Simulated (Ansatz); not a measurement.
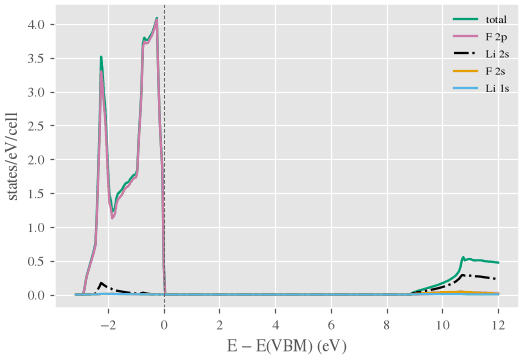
Figure. Total and projected density of states of LiF (rock salt, Fm-3m), PBE (plane waves, PAW; program Ansatz)

### Question
Which orbitals carry the states next to the gap?

### Answer
Top 1 eV of the valence band: F 2p 99 %. Bottom 1 eV of the conduction band: Li 2s 63 %, F 2s 24 %, Li 1s 7 %. Projections are on Löwdin-orthogonalised atomic valence shells; empty p or d shells of many metals are not among them.

Symmetry was held in the PBE relaxation; phonons on a q-mesh show no instability.

Potentials: the later of the program's two PAW sets.
